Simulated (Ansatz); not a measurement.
# CH6B radical: single points off equilibrium

The atoms stand at a displaced guess of a reacting structure. How far do the functionals agree with CCSD(T) there?

The runs use Ansatz 0.2.0, Gaussian basis; single points in def2-TZVPP.

Cores are frozen in the correlated methods. Orbitals are unrestricted.

## (1) Starting geometry

8 atoms, charge 0, spin multiplicity 2.

Atoms are counted from 1 here; the program's logs count them from 0.

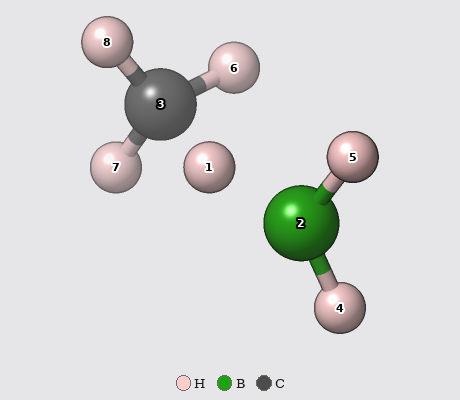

As it starts; hydrogen pink, boron green, carbon dark grey; atoms are numbered from 1 in the order of the file.

As a file:

```
H     0.1760    0.0611   -0.3190
B     1.6038    0.2301    0.1869
C    -1.2062   -0.1654   -0.2976
H     1.8006    1.2488    0.6959
H     2.1112   -0.7704    0.4935
H    -1.4304   -0.4431    0.7271
H    -1.6479    0.7715   -0.5558
H    -1.3673   -0.9370   -0.9873
```

## (2) CCSD(T)/def2-TZVPP

run/in.yaml

```yaml
crystal:
  periodic: [false, false, false]
  atoms:
    - {symbol: H, position_ang: [0.176000, 0.061100, -0.319000]}
    - {symbol: B, position_ang: [1.603800, 0.230100, 0.186900]}
    - {symbol: C, position_ang: [-1.206200, -0.165400, -0.297600]}
    - {symbol: H, position_ang: [1.800600, 1.248800, 0.695900]}
    - {symbol: H, position_ang: [2.111200, -0.770400, 0.493500]}
    - {symbol: H, position_ang: [-1.430400, -0.443100, 0.727100]}
    - {symbol: H, position_ang: [-1.647900, 0.771500, -0.555800]}
    - {symbol: H, position_ang: [-1.367300, -0.937000, -0.987300]}
basis:
  gaussian: {orbitals: def2-TZVPP}
magnetization: {spin_polarized: true, initial_magnetization: 1}
correlation: {method: ccsd_t}
scf: {omitted_lower_state_checks: [cluster_reference]}
output: {forces: true}
```

No record of the launch command was kept for these runs.

The program printed (excerpt; [...] marks lines left out):

```text
Functional definition: HF
  name "HF"
  cite "Fock, Z. Phys. 61, 126 (1930) doi:10.1007/BF01340294"
  parent pbe
[...]
824 factors; integrals over basis functions are off by at most 1.2e-3 eV
[...]
mean field -1794.02746265 eV, -65.9292932170 hartree, gradient 2.0e-6 eV, S^2 0.801974; 4 other end points of the search recorded, 0 dependent functions left out
2 core orbitals not correlated: weight in the atoms' cores, before any rotation towards them, 1.000 or more for the frozen orbitals, at most 0.000 for the correlated occupied ones
reference -1794.02746265 eV, -65.9292932170 hartree; 7, 6 occupied and 137, 138 virtual orbitals, 824 factors
second order -7.94655522 eV of doubles, -0.00000000 eV of singles
cycle   1  -8.69793843 eV  change   -7.5e-1 eV  update   7.0e-2
[...]
cycle  17  -9.06503860 eV  change    2.3e-7 eV  update   3.9e-7
perturbative correction -0.28977258 eV, -0.0106489458 hartree
[...]
Total energy: -1803.38227383 eV, -66.2730761869 hartree
Atom 0 at     0.176000     0.061100    -0.319000 Å, force    -1.586060    -0.221472    -0.317440 eV/Å
Atom 1 at     1.603800     0.230100     0.186900 Å, force    -0.629221    -0.222321    -0.616399 eV/Å
Atom 2 at    -1.206200    -0.165400    -0.297600 Å, force     2.346332     0.845478     1.572218 eV/Å
Atom 3 at     1.800600     1.248800     0.695900 Å, force     0.019122     0.846940     0.413010 eV/Å
Atom 4 at     2.111200    -0.770400     0.493500 Å, force     0.195923    -0.688691     0.182147 eV/Å
Atom 5 at    -1.430400    -0.443100     0.727100 Å, force    -0.071892    -0.108948     0.032928 eV/Å
Atom 6 at    -1.647900     0.771500    -0.555800 Å, force    -0.159246     0.599704    -0.277692 eV/Å
Atom 7 at    -1.367300    -0.937000    -0.987300 Å, force    -0.114958    -1.050691    -0.988772 eV/Å
Dipole moment:    -0.160606    -0.024454     0.005269 e Å
Checks for a lower state left out: cluster_reference
```

Run time: 77 s. Hardware: 4 threads, shared host; peak memory 3.9 GiB.

## (3) PBE0-D4/def2-TZVPP

run/in.yaml: that of step 2 with these lines changed.

```diff
@@ -14,4 +14,3 @@
 magnetization: {spin_polarized: true, initial_magnetization: 1}
-correlation: {method: ccsd_t}
-scf: {omitted_lower_state_checks: [cluster_reference]}
-output: {forces: true}
+hamiltonian: {xc: pbe0, dispersion: d4}
+output: {forces: true, orbitals: {seedname: orbitals}}
```

The log in run was not kept; the run's report gives a total energy of -1805.485382 eV.

Run time: 1.2 s. Hardware: 4 threads, shared host; peak memory 0.22 GiB.

## (4) wB97M-V/def2-TZVPP

run/in.yaml: that of step 3 with these lines changed.

```diff
@@ -14,3 +14,3 @@
 magnetization: {spin_polarized: true, initial_magnetization: 1}
-hamiltonian: {xc: pbe0, dispersion: d4}
-output: {forces: true, orbitals: {seedname: orbitals}}
+hamiltonian: {xc: {name: wB97M-V}}
+output: {forces: true}
```

The program printed (excerpt; [...] marks lines left out):

```text
Functional definition: wB97M-V
  name "wB97M-V"
  cite "Mardirossian & Head-Gordon, J. Chem. Phys. 144, 214110 (2016) doi:10.1063/1.4952647"
  cite "Becke, J. Chem. Phys. 107, 8554 (1997) doi:10.1063/1.475007"
  cite "Vydrov & Van Voorhis, J. Chem. Phys. 133, 244103 (2010) doi:10.1063/1.3521275"
  # Of w^i u^j: cxij and so on, Table III.
[...]
  gx(w, u) = 1 - cx + cx01*u + cx10*w
  gss(w, u) = css00 + css04*u^4 + css10*w + css20*w^2 + css43*w^4*u^3
  gos(w, u) = cos00 + cos10*w + (cos20 + cos21*u)*w^2 + (cos60 + cos61*u)*w^6
[...]
      + integral(e_c_pw_mod_opposite_spin*gos(b97_w_opposite, b97_u_opposite)) + vv10(b, c)
703 factors; their error is unknown
211 factors; integrals over basis functions are off by at most 1.9e-5 eV
[...]
mean field -1806.21207022 eV, -66.3770692860 hartree, gradient 3.8e-5 eV, S^2 0.757954; 2 other end points of the search recorded, 0 dependent functions left out
[...]
reference -1806.21212009 eV, -66.3770711187 hartree; 9, 8 occupied and 137, 138 virtual orbitals, 703 factors
Total energy: -1806.21212009 eV, -66.3770711187 hartree
Atom 0 at     0.176000     0.061100    -0.319000 Å, force    -1.495084    -0.210213    -0.289683 eV/Å
Atom 1 at     1.603800     0.230100     0.186900 Å, force    -0.679810    -0.243161    -0.458053 eV/Å
Atom 2 at    -1.206200    -0.165400    -0.297600 Å, force     2.283061     0.834774     1.539562 eV/Å
Atom 3 at     1.800600     1.248800     0.695900 Å, force     0.033427     0.740088     0.321804 eV/Å
Atom 4 at     2.111200    -0.770400     0.493500 Å, force     0.176264    -0.569644     0.115409 eV/Å
Atom 5 at    -1.430400    -0.443100     0.727100 Å, force    -0.057526    -0.085926    -0.045566 eV/Å
Atom 6 at    -1.647900     0.771500    -0.555800 Å, force    -0.140723     0.522074    -0.254277 eV/Å
Atom 7 at    -1.367300    -0.937000    -0.987300 Å, force    -0.119609    -0.987993    -0.929196 eV/Å
Dipole moment:    -0.146918    -0.022165     0.005002 e Å
```

Wall time 3.5 s (4 threads, shared host); peak memory 0.34 GiB.

## (5) r2SCAN-D4/def2-TZVPP

run/in.yaml: that of step 4 with these lines changed.

```diff
@@ -14,3 +14,3 @@
 magnetization: {spin_polarized: true, initial_magnetization: 1}
-hamiltonian: {xc: {name: wB97M-V}}
+hamiltonian: {xc: r2scan, dispersion: d4}
 output: {forces: true}
```

The log in run was not kept; the run's report gives a total energy of -1806.824083 eV.

Run time: 2 s. Hardware: 4 threads, shared host; peak memory 0.18 GiB.

## (6) PBE-D4/def2-TZVPP

run/in.yaml: that of step 5 with these lines changed.

```diff
@@ -14,3 +14,3 @@
 magnetization: {spin_polarized: true, initial_magnetization: 1}
-hamiltonian: {xc: r2scan, dispersion: d4}
+hamiltonian: {xc: pbe, dispersion: d4}
 output: {forces: true}
```

The log in run was not kept; the run's report gives a total energy of -1805.060425 eV.

Wall time 0.95 s (4 threads, shared host); peak memory 0.14 GiB.

## (7) HSE06-D4/def2-TZVPP

run/in.yaml: that of step 6 with these lines changed.

```diff
@@ -14,3 +14,3 @@
 magnetization: {spin_polarized: true, initial_magnetization: 1}
-hamiltonian: {xc: pbe, dispersion: d4}
+hamiltonian: {xc: hse06, dispersion: d4}
 output: {forces: true}
```

The log in run was not kept; the run's report gives a total energy of -1805.341854 eV.

Wall time 1.4 s (4 threads, shared host); peak memory 0.23 GiB.

## (8) SPW92/def2-TZVPP

run/in.yaml: that of step 7 with these lines changed.

```diff
@@ -14,3 +14,3 @@
 magnetization: {spin_polarized: true, initial_magnetization: 1}
-hamiltonian: {xc: hse06, dispersion: d4}
+hamiltonian: {xc: lda}
 output: {forces: true}
```

The log in run was not kept; the run's report gives a total energy of -1788.239488 eV.

It took 0.6 s on 4 threads, shared host; peak memory 0.13 GiB.

## (9) Side by side

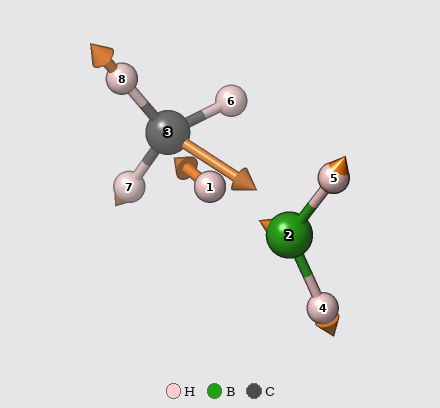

Forces at CCSD(T); the longest arrow is 2.95 eV/Å.

```
   method  RMS force component (eV/Å)  RMS error against CCSD(T) (eV/Å)  angle to CCSD(T) forces (°)  dipole (D)
  CCSD(T)                       0.821                                 0                            0        0.78
  PBE0-D4                       0.805                             0.050                          3.3        0.85
  wB97M-V                       0.780                             0.065                          3.7        0.71
r2SCAN-D4                       0.780                             0.078                          4.7        1.04
   PBE-D4                       0.824                             0.142                          9.9        1.05
 HSE06-D4                       0.804                             0.053                          3.5        0.86
    SPW92                       0.872                             0.185                         12.1        1.00
```

Energy less the free neutral atoms in their ground states at the same level (atoms from separate runs):

```
      method                    rung  energy less atoms (kcal/mol)  from CCSD(T) (kcal/mol)
       SPW92                     LDA                        -645.1                    -83.3
      PBE-D4                     GGA                        -584.2                    -22.4
   r2SCAN-D4                meta-GGA                        -583.8                    -22.0
     PBE0-D4                  hybrid                        -577.6                    -15.8
    HSE06-D4         screened hybrid                        -578.1                    -16.3
     wB97M-V  range-separated hybrid                        -575.0                    -13.2
Hartree-Fock            wavefunction                        -442.8                   +119.0
         MP2            wavefunction                        -557.3                     +4.5
        CCSD            wavefunction                        -557.2                     +4.6
     CCSD(T)            wavefunction                        -561.8                        0
```

What each level took, beside its miss in the forces (shared host):

```
   method    time  RMS force error (eV/Å)
  CCSD(T)    77 s                       0
  PBE0-D4   1.2 s                   0.050
  wB97M-V   3.5 s                   0.065
r2SCAN-D4     2 s                   0.078
   PBE-D4  0.95 s                   0.142
 HSE06-D4   1.4 s                   0.053
    SPW92   0.6 s                   0.185
```

## (10) Outcome

```
                                  quantity                                                                                          value
energy less free atoms, CCSD(T)/def2-TZVPP                                                                                -561.8 kcal/mol
                       RMS force component                                                           0.780 to 0.872 eV/Å over the methods
                           RMS force error  PBE0-D4 0.050, wB97M-V 0.065, r2SCAN-D4 0.078, PBE-D4 0.142, HSE06-D4 0.053, SPW92 0.185 eV/Å
                    HOMO and LUMO, PBE0-D4                                                                             -5.38 and -2.01 eV
                             T1 diagnostic                                                                                          0.020
```

In words: Against CCSD(T) the functionals' energies less atoms differ by -83.3 to -13.2 kcal/mol, PBE-D4 by -22.4 kcal/mol. The reference is not at the basis limit: in triple zeta CCSD(T) underbinds, which counts against methods that bind more; the gaps are no ranking. On forces the order runs from PBE0-D4 to SPW92.
